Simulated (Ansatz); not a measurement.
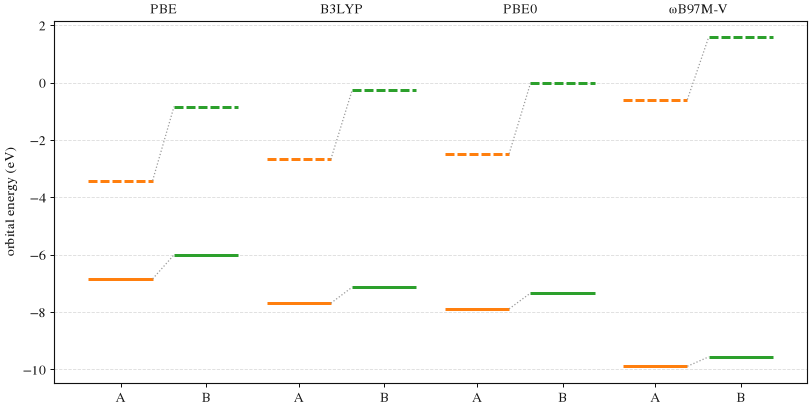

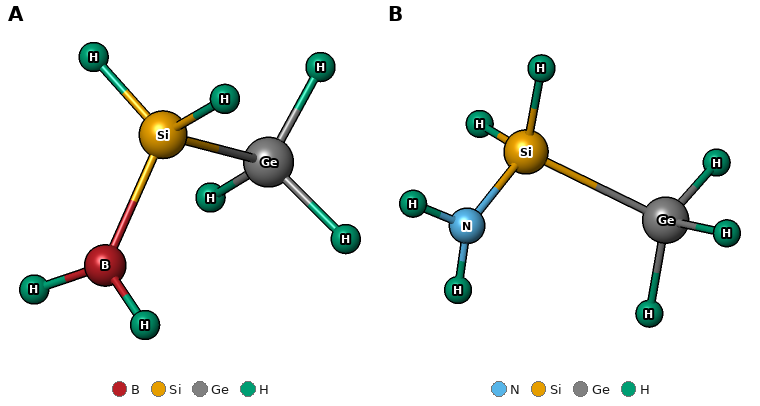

One change: A, BGeSiH₇ (SMILES B[SiH2][GeH3]), becomes B, GeSiNH₇ (SMILES N[SiH2][GeH3]). BH₂ on Si is replaced by NH₂. HOMO (solid) and LUMO (dashed) computed in def2-TZVPP at PBE0-D4/def2-TZVP geometries, both minima by their frequencies, gas phase, the Ansatz code 0.2.0. Empty levels above zero depend strongly on the basis.

**What does the change do to HOMO and LUMO?**

PBE: the HOMO rises by 0.84 eV, the LUMO rises by 2.58 eV, and the separation goes from 3.43 to 5.17 eV. B3LYP: the HOMO rises by 0.56 eV, the LUMO rises by 2.42 eV, and the separation goes from 5.02 to 6.88 eV. PBE0: the HOMO rises by 0.55 eV, the LUMO rises by 2.46 eV, and the separation goes from 5.41 to 7.32 eV. ωB97M-V: the HOMO rises by 0.33 eV, the LUMO rises by 2.18 eV, and the separation goes from 9.30 to 11.15 eV.

**Do the functionals agree on the effect?**

They agree on the direction for both levels; the HOMO shift lies between 0.33 and 0.84 eV and the LUMO shift between 2.18 and 2.58 eV, while the separations themselves differ by up to 6.0 eV between functionals.
